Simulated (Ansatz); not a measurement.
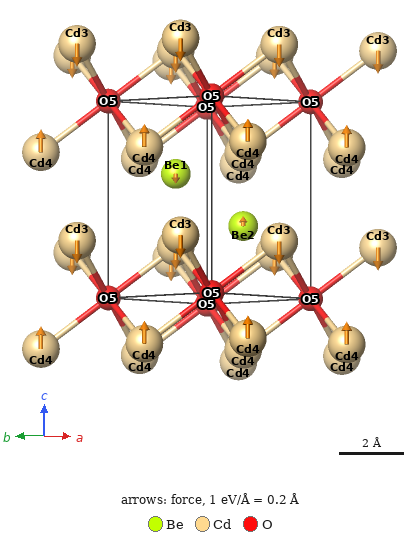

Starting geometry of a crystal of Be₂Cd₂O (a generated structure, set up in P-3m1) (coarse preliminary run) with the computed forces as orange arrows. Style: ball-and-stick. Shown: the cell of the calculation, from a free direction.

The calculation used DFT PBE, scalar-relativistic, plane waves, PAW in Ansatz 0.2.0. Settings: plane-wave cutoff 420 eV; k-point mesh 6 × 6 × 4; occupations gaussian; smearing width 0.1 eV; no spin polarisation; cell and atoms relaxed; force threshold 0.04 eV/Å; at most 70 steps.

Q: What follows when this structure is relaxed?

A: It isn't relaxed: the largest force vector, on Cd atoms, is 3.64 eV/Å. The atoms end up moving mostly along the starting forces (cosine between the two patterns 0.89). Over 8 accepted moves (10 points after the start) the energy falls by 631 meV per atom. The largest force component goes from 3.6 to 0.015 eV/Å. Pressure: 6.86 GPa at the start and 0.05 GPa at the end. At 2 points the geometry stayed and the basis and grid were re-selected for the new cell (energy shift of 3.3 meV per atom at most each time). The largest moves relative to the cell, 0.54 Å, are those of Be1 and Be2. Be2 goes along +c. Largest moves by element: Be 0.54 Å, Cd 0.45 Å. O stays in place. The volume changes by −2.9 %, with a = b 3.694 → 3.420 Å (−7.4 %), c 6.253 → 7.080 Å (+13.2 %). Some distances before and after: Be1–Cd4 2.236 → 2.635 Å, Cd3–O5 2.684 → 2.420 Å, Be1–Cd3 2.321 → 2.538 Å. The space group stays P-3m1 (No. 164).
